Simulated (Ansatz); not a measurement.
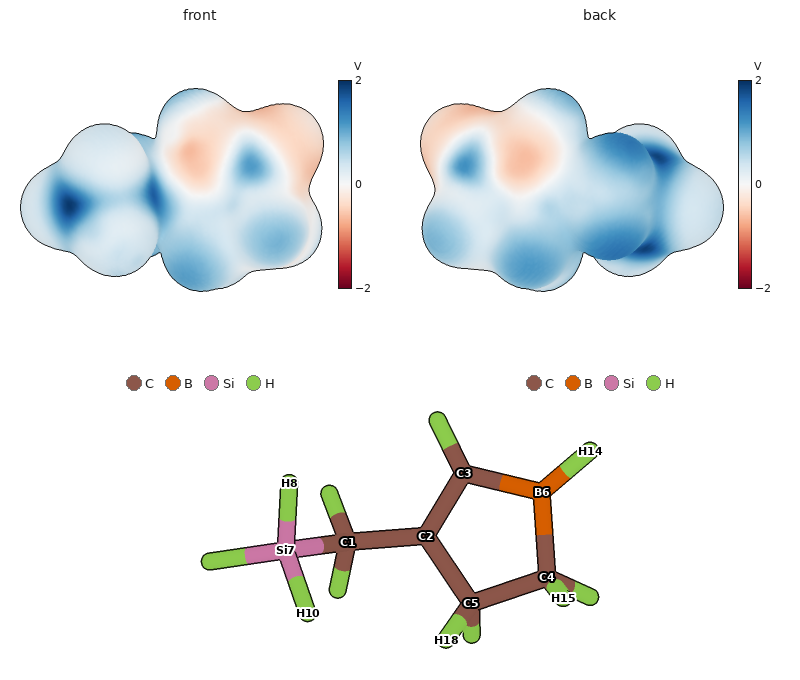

*C5H11BSi (SMILES [SiH3]CC1=CBCC1). The electrostatic potential painted on the density surface at 0.004 e/bohr³, seen from the front and from behind; red is negative and blue positive. The bare structure is drawn below in the same view.*

Geometry: B3LYP/def2-SVP.

These are results of Ansatz 0.2.0, isolated molecule in a Gaussian basis; Kohn-Sham density functional theory, functional PBE0, not measurements.

```yaml
atoms:
  - { symbol: C, position_ang: [-0.1693, 2.5292, -0.1938] }
  - { symbol: C, position_ang: [0.8100, 1.5013, -0.6647] }
  - { symbol: C, position_ang: [2.1730, 1.5791, -0.5806] }
  - { symbol: C, position_ang: [1.5773, -0.6294, -1.5973] }
  - { symbol: C, position_ang: [0.3188, 0.2082, -1.2806] }
  - { symbol: B, position_ang: [2.7841, 0.2913, -1.1459] }
  - { symbol: Si, position_ang: [-0.7337, 2.2581, 1.6116] }
  - { symbol: H, position_ang: [0.4225, 2.4183, 2.5381] }
  - { symbol: H, position_ang: [-1.7795, 3.2673, 1.9529] }
  - { symbol: H, position_ang: [-1.3094, 0.8922, 1.7809] }
  - { symbol: H, position_ang: [0.2675, 3.5410, -0.2338] }
  - { symbol: H, position_ang: [-1.0790, 2.5309, -0.8190] }
  - { symbol: H, position_ang: [2.6652, 2.4640, -0.1643] }
  - { symbol: H, position_ang: [3.9557, 0.0092, -1.2363] }
  - { symbol: H, position_ang: [1.5877, -1.5923, -1.0535] }
  - { symbol: H, position_ang: [1.6445, -0.9082, -2.6646] }
  - { symbol: H, position_ang: [-0.2800, 0.4354, -2.1827] }
  - { symbol: H, position_ang: [-0.3817, -0.3038, -0.5950] }
```

### Which sites attract a positive test charge, and which a negative one?

A positive charge is drawn to the negative regions and a negative charge to the positive ones. The most negative region (about −0.6 V, or −14 kcal/mol for a unit charge) lies over C3 and H14, the most positive (about +1.8 V, or +42 kcal/mol for a unit charge) over Si7.
